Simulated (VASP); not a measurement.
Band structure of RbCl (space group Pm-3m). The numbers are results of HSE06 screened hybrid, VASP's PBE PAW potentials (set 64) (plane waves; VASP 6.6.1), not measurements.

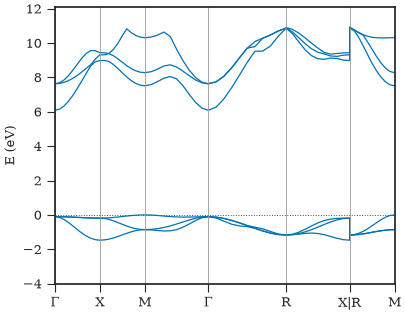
Bands along high-symmetry lines, zero at the valence-band maximum or, without a gap, the Fermi level

**Question.** Read the plot: is there a gap, and where are the band edges?

**Answer.** The gap is indirect, 6.09 eV, from the valence maximum at M to the conduction minimum at Γ.

The structure comes from a computed database's RbCl entry (Pm-3m); how it stands against other phases isn't given here. It was relaxed first, which changed the volume by +5 %. The cell's shape comes from a PBE relaxation.
